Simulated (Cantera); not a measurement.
A closed system holds: 1 mol CH3F, 1.6 mol F2, 0.11 mol H2, at 75.0 Torr.

These are equilibrium values from Cantera (NASA tables, ideal gas, pure condensed phases), not measurements of a reactor. Candidate condensed phases: C, C6H6, C7H8, C8H18; 95 gas species. Gases not in the tables: C2F6 and larger saturated fluorocarbons. The numbers say what is thermodynamically allowed, not how fast it happens.

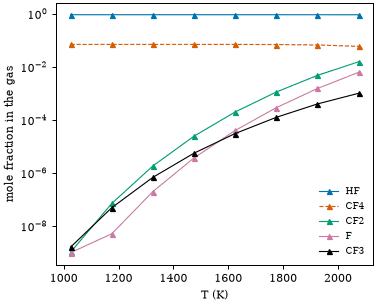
Equilibrium gas composition (values under 1e-9 drawn at 1e-9)

### Question
Read off the mole fractions at 1175 K.

### Answer
HF about 0.93, CF4 about 0.071, CF2 about 7.1e-8, CF3 about 4.9e-8.
